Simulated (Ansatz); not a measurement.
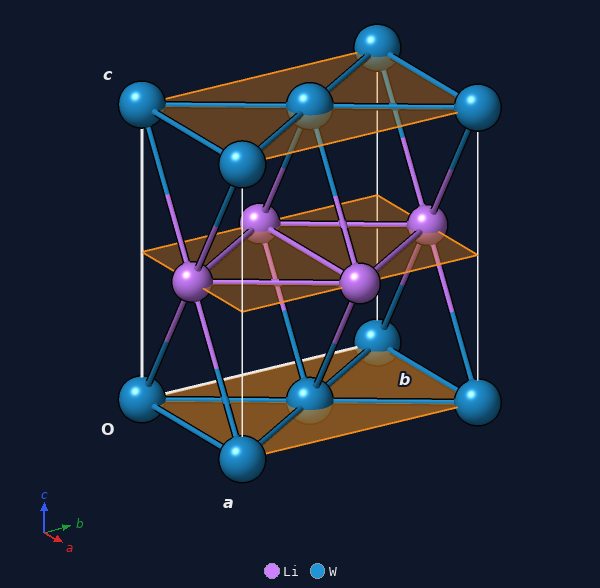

Crystal: LiW, the geometry relaxed with Ansatz, DFT PBE, scalar-relativistic, plane waves, PAW; the starting structure was generated, so it need not be a known form of this composition. Every member of one family of equally spaced planes, hx + ky + lz = a whole number, that cuts the unit cell is shaded (one member passes through the origin O). The drawing is computed from the coordinates (standard cell, symmetry found to 0.002 Å).

a = 2.913 Å, b = 4.344 Å, c = 4.960 Å, α = 90.00°, β = 90.00°, γ = 90.00°.

What are the Miller indices?

(0 0 2); the opposite sign names the same planes. The member next to the origin meets the axes a never, b never, c at 1/2.

What is the spacing?

d = 2.480 Å.

Which atoms of the cell lie in these planes (within 0.03 Å)?

all 2 Li, all 2 W.

The space group is Cmmm, No. 65. How many reflections hkl are equivalent to this one (itself included), and does it occur?

2 reflections are equivalent in the Laue class mmm. The space group allows the reflection.
